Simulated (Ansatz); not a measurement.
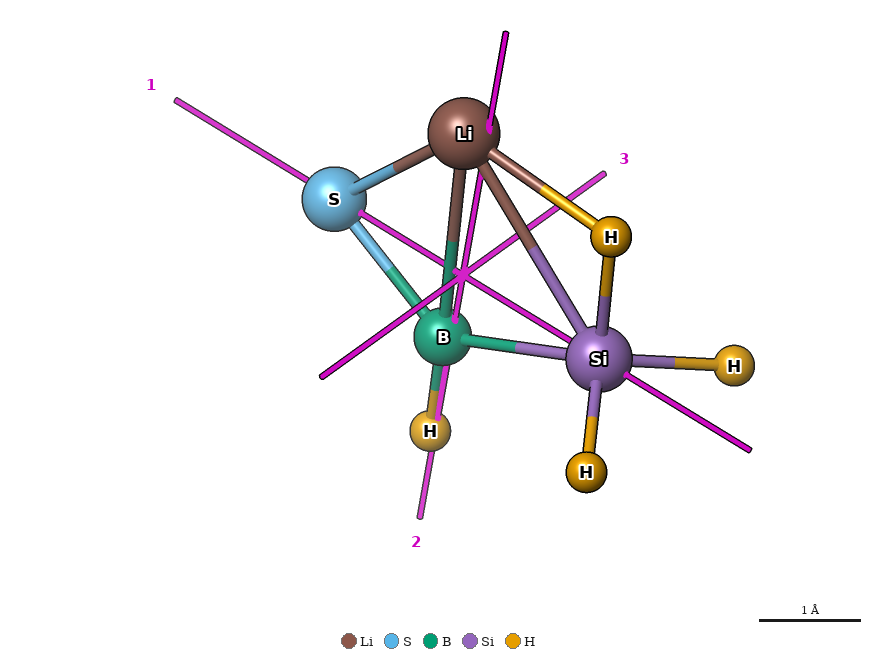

The three principal axes of inertia are drawn and numbered. Distant atoms are faded towards the background colour. The computed structure is the end point of a PBE0-D4/def2-TZVP optimisation. No frequency run is at hand to confirm it as a minimum. Masses are those of the most abundant isotopes; constants are for the rigid equilibrium geometry.

> Which line is the a axis (least moment of inertia), which b and which c?

a is line 1, b is line 2, c is line 3; the moments are 37.9, 190, 222 u Å².

> What kind of rotor is it, and what are its rotational constants in cm⁻¹?

An asymmetric top (Cs): A = 0.444, B = 0.0887, C = 0.0759 cm⁻¹. Ray's parameter κ is −0.93, close to the prolate limit.
